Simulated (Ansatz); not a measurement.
# Calculations on AsIr

## 1. Relaxation

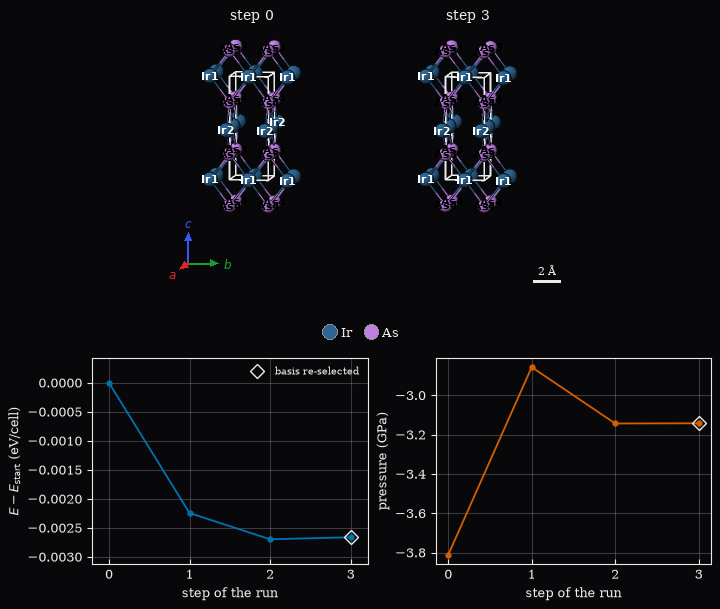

First and last geometry of a relaxation of crystalline AsIr (built on the PtS type), with the history of the run. A ball-and-stick model of the cell of the calculation, seen from a free direction.

Case: volume × 1.020.

Level of theory: DFT PBEsol, scalar-relativistic, plane waves, PAW in Ansatz 0.2.0. Settings: plane-wave cutoff 420 eV; k-point mesh 8 × 8 × 8; occupations gaussian; smearing width 0.05 eV; no spin polarisation; cell relaxed at fixed volume; force threshold 0.01 eV/Å; at most 40 steps.

### Did the run converge, and what did it change?

It converged. No atom moves by more than 0.005 Å relative to the cell. The drawn cell changes at constant volume: a = b 2.936 → 2.944 Å (+0.3 %), c 7.806 → 7.763 Å (−0.5 %). Among the contacts that change: Ir1–As3 2.442 → 2.436 Å. The space group stays P4_2/mmc (No. 131). After 2 accepted moves (3 points after the start) the energy has fallen by 2.7 meV per cell of the calculation. All forces vanish by symmetry, so only the cell relaxes. The pressure goes from −3.81 to −3.14 GPa. At 1 point the geometry stayed and the basis and grid were re-selected for the new cell (energy shift of less than 0.05 meV per cell of the calculation at most each time). Cost: 19 s on 4 threads of Arm Neoverse N1, on a shared host, peak memory 0.51 GiB.

## 2. Relaxation

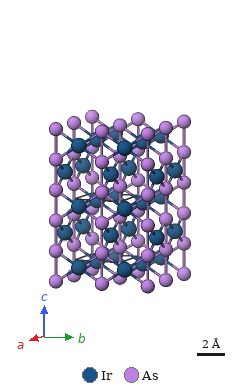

A crystal of AsIr (built on the PtS type), before the relaxation. Style: ball-and-stick. Shown: the cell of the calculation, repeated 2 × 2 × 2 with one cell outlined, slightly off an axis.

Method: DFT PBEsol, scalar-relativistic, plane waves, PAW in Ansatz 0.2.0.

The input:
```yaml
crystal:
  lattice:
    - [3.6932776702, 0.0, 0.0]
    - [0.0, 3.6932776702, 0.0]
    - [0.0, 0.0, 4.5981393543]
  atoms:
    - { symbol: Ir, position: [0.0, 0.5, 0.0] }
    - { symbol: Ir, position: [0.5, 0.0, 0.5] }
    - { symbol: As, position: [0.0, 0.0, 0.25] }
    - { symbol: As, position: [0.0, 0.0, 0.75] }
basis:
  ecutwfc: 420
  ecutrho_ratio: 4
kpoints:
  mp_grid: { grid: [8, 8, 8] }
hamiltonian:
  xc: pbesol
scf:
  occupations: { method: gaussian, width: 0.05 }
output:
  forces: true
  stress: true
  eigenvalues: true
relax:
  f_tol: 0.01
  max_steps: 60
  cell: { stress_tol: 0.04 }
```

Launched with:
```bash
ansatz run input.yaml --threads 4 --pin off --max-ram 4096MiB --backend cpu --events-out ev --progress --plain --runs-dir out
```

Question: Predict the outcome.

Answer: No atom moves by more than 0.005 Å relative to the cell. Cell: a = b 3.693 → 2.916 Å (−21.0 %), c 4.598 → 7.754 Å (+68.6 %). Volume +5.1 %. Among the contacts that change: As3–As4 2.299 → 3.877 Å, As3–As3 3.693 → 2.916 Å, Ir1–As3 2.175 → 2.426 Å. Bonds break: As3–As4 (2.30 → 3.88 Å). Bond angles that change, for instance: As3–Ir1–As4 63.8° → 106.1°, As3–Ir1–As3 116.2° → 73.9°, Ir1–As3–Ir1 116.2° → 73.9°. The space group stays P4_2/mmc (No. 131). The energy falls by 2052 meV per atom in 22 accepted moves (25 points after the start). All forces vanish by symmetry, so only the cell relaxes. Pressure: 86.38 GPa at the start and 0.00 GPa at the end. The SCF was repeated 3 times at an unchanged geometry on a basis and grid sized afresh for the cell, which shifted the energy by 106 meV per atom at most. Cost: 2.5 min on 4 threads of Arm Neoverse N1 (shared host), peak memory 0.54 GiB.

History of the run:

```csv
step,"E − E(0), meV/atom","pressure, GPa","volume, Å³/atom",note
0,0.00,86.38,15.680,
1,-823.45,37.60,17.884,
2,-1116.17,15.61,19.547,
3,-1216.68,4.59,20.678,
4,-1256.60,2.31,20.755,
5,-1286.65,0.29,20.574,
6,-1298.44,-1.61,20.155,
7,-1299.22,-0.49,20.037,
8,-1299.35,0.00,19.961,
9,-1404.88,6.49,19.961,"same geometry, new basis"
10,-1476.74,7.06,19.513,
11,-1550.88,3.10,19.619,
12,-1629.19,1.43,19.335,
13,-1714.54,0.79,18.830,
14,-1816.27,0.07,18.181,
15,-1928.07,-0.12,17.381,
16,-1994.28,2.56,16.363,
17,-1995.65,-2.60,16.561,
18,-1997.29,0.21,16.408,
19,-1997.31,0.00,16.416,
20,-2041.78,3.63,16.416,"same geometry, new basis"
21,-2051.49,0.77,16.488,
22,-2052.38,0.27,16.456,
23,-2052.40,-0.04,16.490,
24,-2052.40,0.00,16.486,
25,-2052.43,0.00,16.486,"same geometry, new basis"
```

Final geometry:

```
CELL_PARAMETERS angstrom
2.91620 0.00000 0.00000
0.00000 2.91620 0.00000
0.00000 0.00000 7.75431
ATOMIC_POSITIONS crystal
Ir 0.00000 0.50000 0.00000
Ir 0.50000 0.00000 0.50000
As 0.00000 0.00000 0.25000
As 0.00000 0.00000 0.75000
```

After the run, drawn alike:

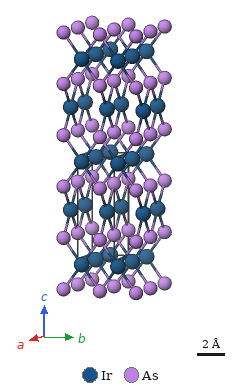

## 3. Distortion

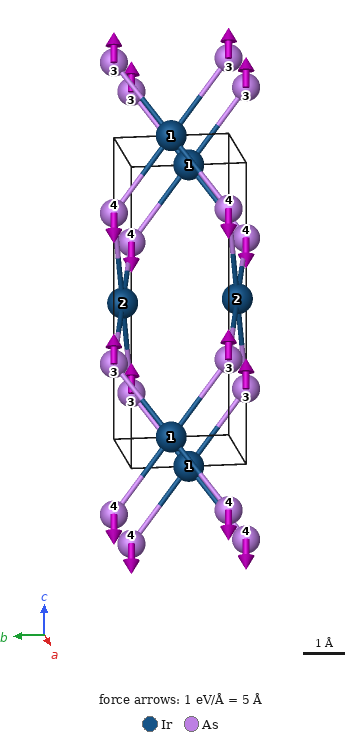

A changed version of a crystal of AsIr (built on the PtS type), with the computed forces as purple arrows. Besides, the cell is strained by −1.0 % along b and none across it (volume −1.0 %). The picture is a ball-and-stick view of the cell of the calculation, seen from a free direction.

All numbers below come from Ansatz, DFT PBEsol, scalar-relativistic, plane waves, PAW. (plane-wave cutoff 420 eV; k-point mesh 8 × 8 × 8; occupations gaussian; smearing width 0.05 eV; no spin polarisation)

Question: How do the forces relate to the distortion?

Answer: The atoms keep their fractional coordinates. No relaxation follows. Energy change: +1.6 meV per atom. The pressure goes from 0.0 to 1.7 GPa. The principal stresses (compression positive) are 3.1 GPa along b, 1.4 GPa along c, 0.5 GPa along a. The largest forces, 0.16 eV/Å, act on As3 and As4; on As3 it points along +c. Some distances before and after: As–Ir 2.426 → 2.417 to 2.426 Å. The space group (tolerance 0.01 Å) goes from P4_2/mmc (No. 131) to Pmmm (No. 47).
